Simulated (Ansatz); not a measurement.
# AlBH (doublet): inputs that go wrong at distance B1–Al2 = 5.603 Å

4 inputs are run for AlBH (doublet) as typed; the log has to tell whether the result can be used and what must change.

Computed with Ansatz 0.2.0, Gaussian basis. Level: the settings change from run to run.

15 further runs of the same task are left out: 10 that didn't finish, 5 set aside as unsound or not needed.

### Step 1. The geometry

The geometry derives from a PBE0/def2-TZVP stationary point (not a proven minimum). One bond is set to the value named and the two fragments are kept rigid.

3 atoms, charge 0, spin multiplicity 2.

Atoms are counted from 1 here; the program's logs count them from 0.

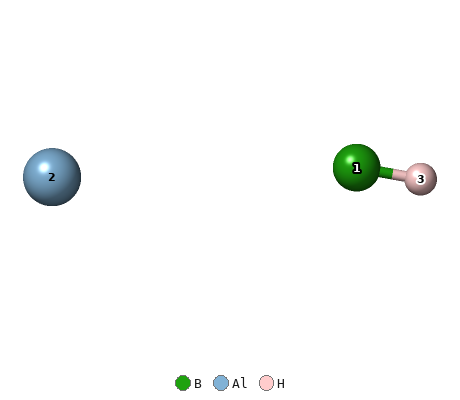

The structure; boron green, aluminium light blue, hydrogen pink; atoms are numbered from 1 in the order of the file.

Geometry (Å):

```
B     0.0000   -0.1241    1.4748
Al    0.0000    0.0309   -4.1260
H     0.0000    0.0932    2.6512
```

### Step 2. Input 1

File in.yaml:

```yaml
crystal:
  periodic: [false, false, false]
  atoms:
    - {symbol: B, position_ang: [0.000000, -0.124086, 1.474831]}
    - {symbol: Al, position_ang: [0.000000, 0.030857, -4.126026]}
    - {symbol: H, position_ang: [0.000000, 0.093229, 2.651196]}
basis:
  gaussian: {orbitals: 6-31G}
magnetization: {spin_polarized: false, initial_magnetization: 1}
correlation: {method: CCSDT(Q), electrons: valence}
accuracy: high
```

The run is started by

```
$ ansatz run in.yaml --threads 1 --pin off --events-out ev --progress --plain --max-ram 2393MiB
```

Log:

```text
Error: YAML parse error: error: line 10 column 23: unknown variant `CCSDT(Q)`, expected one of mp2, rpa, ccsd, ccsd_t, bccd, bccd_t, ccsdt, ccsdt_q, ccsdt_q_b, ccsdtq, fci, sc_nevpt2, fic_nevpt4_sd, fic_mrcisd_q, fic_mrcisd_q_relaxed
  --> <input>:10:23
   |
 8 |   gaussian: {orbitals: 6-31G}
 9 | magnetization: {spin_polarized: false, initial_magnetization: 1}
10 | correlation: {method: CCSDT(Q), electrons: valence}
   |                       ^ unknown variant `CCSDT(Q)`, expected one of mp2, rpa, ccsd, ccsd_t, bccd, bccd_t, ccsdt, ccsdt_q, ccsdt_q_b, ccsdtq, fci, sc_nevpt2, fic_nevpt4_sd, fic_mrcisd_q, fic_mrcisd_q_relaxed
11 | accuracy: high
   |
```

It took 0.03 s on 1 thread of Arm Neoverse V2, shared host.

What is wrong: The run was refused. The method's name isn't one that the program knows. Fix: name one from the list in the message.

### Step 3. Input 2

File in.yaml:

```yaml
crystal:
  periodic: [false, false, false]
  atoms:
    - {symbol: B, position_ang: [0.000000, -0.124086, 1.474831]}
    - {symbol: Al, position_ang: [0.000000, 0.030857, -4.126026]}
    - {symbol: H, position_ang: [0.000000, 0.093229, 2.651196]}
basis:
  gaussian: {orbitals: 6-31G}
correlation: {method: fic_mrcisd_q, electrons: valence, active_space: {window: {electrons: 3, orbitals: 3}}}
accuracy: high
scf: {lower_state_search: light}
magnetization: {spin_polarized: true, initial_magnetization: 1}
```

The command is unchanged.

Log:

```text
Error: invalid value for `correlation.active_space`: it starts from restricted Hartree–Fock orbitals; set hamiltonian.xc: hf without magnetization.spin_polarized
```

It took 0.03 s on 1 thread of Arm Neoverse V2, shared host.

Diagnosis: The run was refused. An active space is asked on unrestricted orbitals. Fix: drop spin_polarized: true.

### Step 4. Input 3

File in.yaml:

```yaml
crystal:
  periodic: [false, false, false]
  atoms:
    - {symbol: B, position_ang: [0.000000, -0.124086, 1.474831]}
    - {symbol: Al, position_ang: [0.000000, 0.030857, -4.126026]}
    - {symbol: H, position_ang: [0.000000, 0.093229, 2.651196]}
basis:
  gaussian: {orbitals: def2-SVP, fitting: {mean_field: def2-universal-jkfit}}
magnetization: {spin_polarized: false, initial_magnetization: 1}
correlation: {method: mp2, frozen_orbitals: {B: 0}}
```

Launched as before.

Log:

```text
Functional definition: HF
  name "HF"
  cite "Fock, Z. Phys. 61, 126 (1930) doi:10.1007/BF01340294"
  parent pbe
  exchange = exact_x
  correlation = 0
Error: "frozen_orbitals" has no count for Al
```

Wall time 0.03 s (1 thread of Arm Neoverse V2, shared host).

Diagnosis: The run was refused. The frozen-orbital counts are incomplete or too large. Fix: leave frozen_orbitals out, or give each element a count that its core has.

### Step 5. Input 4

File in.yaml:

```yaml
crystal:
  periodic: [false, false, false]
  atoms:
    - {symbol: B, position_ang: [0.300000, 0.030857, -4.126026]}
    - {symbol: Al, position_ang: [0.000000, 0.030857, -4.126026]}
    - {symbol: H, position_ang: [0.000000, 0.093229, 2.651196]}
basis:
  gaussian: {orbitals: 6-31G}
magnetization: {spin_polarized: false, initial_magnetization: 1}
correlation: {method: fic_nevpt4_sd, electrons: all, active_space: {window: {electrons: 3, orbitals: 7}, states: [{multiplicity: 2, weights: [1, 1]}, {multiplicity: 4, weights: [1]}], root: 1}}
```

Launched as before.

Log (excerpt; [...] marks lines left out):

```text
Functional definition: HF
  name "HF"
  cite "Fock, Z. Phys. 61, 126 (1930) doi:10.1007/BF01340294"
  parent pbe
[...]
469 factors; integrals over basis functions are off by at most 6.4e-8 eV
[...]
a density is far from that of the atoms, so the factors are made again for it
503 factors; integrals over basis functions are off by at most 2.2e-8 eV
[...]
mean field -6388.99510532 eV, -234.7912395042 hartree, gradient 2.9e-6 eV, S^2 0.750000; 13 other end points of the search recorded, 0 dependent functions left out
reference -6388.99510532 eV, -234.7912395042 hartree; 10, 9 occupied and 14, 15 virtual orbitals, 503 factors
state -6391.56091290 eV, -234.8855311935 hartree
state -6390.64741290 eV, -234.8519606879 hartree
state -6391.56091290 eV, -234.8855311935 hartree; corrected -6393.87377789 eV, -234.9705274143 hartree
state -6390.64741290 eV, -234.8519606879 hartree; corrected -6392.93498437 eV, -234.9360273886 hartree
state -6391.56091155 eV, -234.8855311439 hartree
state -6391.56091155 eV, -234.8855311439 hartree; corrected -6393.87377591 eV, -234.9705273413 hartree
Total energy: -6392.93498437 eV, -234.9360273886 hartree
```

Wall time 9 s (1 thread of Arm Neoverse V2, shared host).

Diagnosis: The run converged, which proves nothing about the input. One atom lies on top of another. The shortest distance is 0.30 Å, against 1.20 Å in the geometry of step 1. Its energy belongs to another geometry. Fix: restore its position.

### Step 6. Summary

| input | level | ended | cause | time |
| --- | --- | --- | --- | --- |
| 1 | 'CCSDT(Q)'/6-31G | refused | the method's name isn't one that the program knows | 0.03 s |
| 2 | MRCISD+Q(3,3)/6-31G | refused | an active space is asked on unrestricted orbitals | 0.03 s |
| 3 | MP2 on ROHF/def2-SVP | refused | the frozen-orbital counts are incomplete or too large | 0.03 s |
| 4 | NEVPT4(SD)(3,7)/6-31G | converged | one atom lies on top of another | 9 s |

3 refused, 1 converged. The input that converges on a wrong geometry or spin is the dangerous one: no error points at it, so geometry and ⟨S²⟩ have to be checked.
